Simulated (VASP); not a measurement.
Band structure of Ag (fcc). Level of theory: PW91 GGA, VASP's PBE PAW potentials (set 64) (plane waves; VASP 6.6.1).

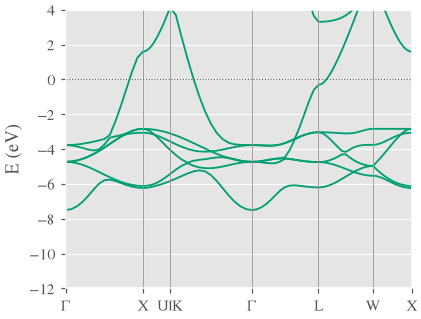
Figure: Bands along high-symmetry lines, zero at the valence-band maximum or, without a gap, the Fermi level

**Question.** Read the plot: is there a gap, and where are the band edges?

**Answer.** It has no gap at this level: it comes out as a metal or semimetal. (Edges off the drawn lines would not show.)

The compound is Ag in the fcc structure. It was relaxed first.
